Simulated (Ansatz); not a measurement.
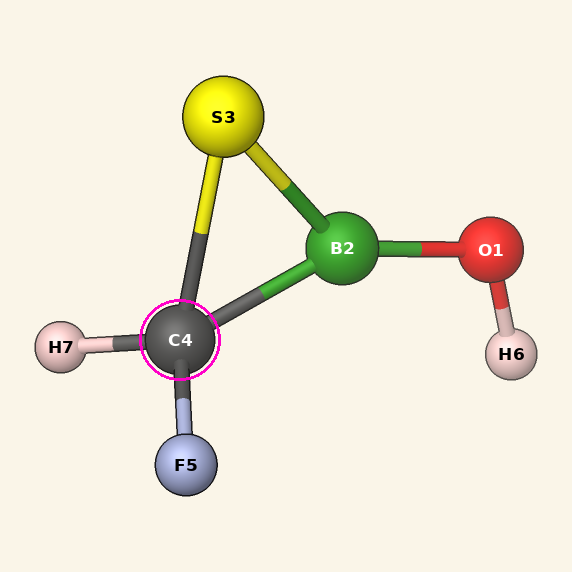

Depth is shown by fading: the farther an atom, the more it takes the colour of the background. Circles mark the stereogenic atoms. The computed structure is the end point of a PBE-D4/def2-SVP optimisation. No frequency run is at hand to confirm it as a minimum.

Assign CIP descriptors.

Answer. C4: S (priorities S3 > F5 > B2 > H7).
